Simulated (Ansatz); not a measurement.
**Si4GePt: from a guess to a relaxed structure**

Aim: relax a trial structure of Si4GePt and see where it ends.

Method: DFT PBE, scalar-relativistic, plane waves, PAW, in Ansatz 0.2.0.

### Step 1. The structure to begin with

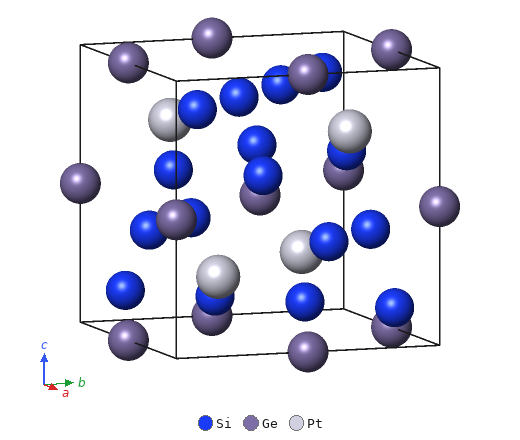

Start, viewed slightly off an axis; silicon blue, germanium purple, platinum light grey. The cell drawn here is the conventional one.

Structure file:

```
Si Ge Pt
1.0
     0.00000    3.64293    3.64293
     3.64293    0.00000    3.64293
     3.64293    3.64293    0.00000
Si Ge Pt
4 1 1
Direct
  0.87487 0.37538 0.87487
  0.37538 0.87487 0.87487
  0.87487 0.87487 0.87487
  0.87487 0.87487 0.37538
  0.50000 0.50000 0.50000
  0.25000 0.25000 0.25000
```

A structure generator made this guess: species swapped into a database cell of SmYCo4 (F-43m, No. 216), with Pt on the Sm sites, Ge on the Y sites and Si on the Co sites. Its size is a rough estimate.

### Step 2. The guess as it stands, on a coarse mesh

input.yaml reads:

```yaml
crystal:
  lattice:
    - [0.0, 3.64293485, 3.64293485]
    - [3.64293485, 0.0, 3.64293485]
    - [3.64293485, 3.64293485, 0.0]
  atoms:
    - { symbol: Si, position: [0.87487299, 0.37538102, 0.87487299] }
    - { symbol: Si, position: [0.37538102, 0.87487299, 0.87487299] }
    - { symbol: Si, position: [0.87487299, 0.87487299, 0.87487299] }
    - { symbol: Si, position: [0.87487299, 0.87487299, 0.37538102] }
    - { symbol: Ge, position: [0.5, 0.5, 0.5] }
    - { symbol: Pt, position: [0.25, 0.25, 0.25] }
basis:
  ecutwfc: 420
kpoints:
  mp_grid: { grid: [4, 4, 4] }
hamiltonian:
  xc: pbe
scf:
  occupations: { method: gaussian, width: 0.1 }
  lower_state_search: "off"
output:
  forces: true
  stress: true
  eigenvalues: true
```

On the command line:

```console
ansatz run input.yaml --threads 1 --pin off --max-ram 2560MiB --backend cpu --events-out ev --progress --plain --runs-dir out
```

Further runs follow: final relaxation.

Q: Predict the outcome of this session. Wanted: conventional cell; volume; energy over the elements; gap on the mesh.

The runs gave:

```
                              quantity                                                                      value
symmetry at the end (tolerance 0.05 Å)                                                space group F-43m (No. 216)
                     conventional cell  a = 7.260 Å, b = 7.260 Å, c = 7.260 Å, α = 90.00°, β = 90.00°, γ = 90.00°
                                volume                                                              15.94 Å³/atom
              energy over the elements                                                              +0.51 eV/atom
                       gap on the mesh                                                               none (metal)
```

**Reading.** The space group F-43m (No. 216) is kept, and the volume per atom shrinks by 1.1 % from the first guess. With a positive formation energy it can't be a ground state. No finished test with a distortion of lower symmetry is shown, so the end may be a saddle point. The runs treat Pt without spin-orbit coupling.
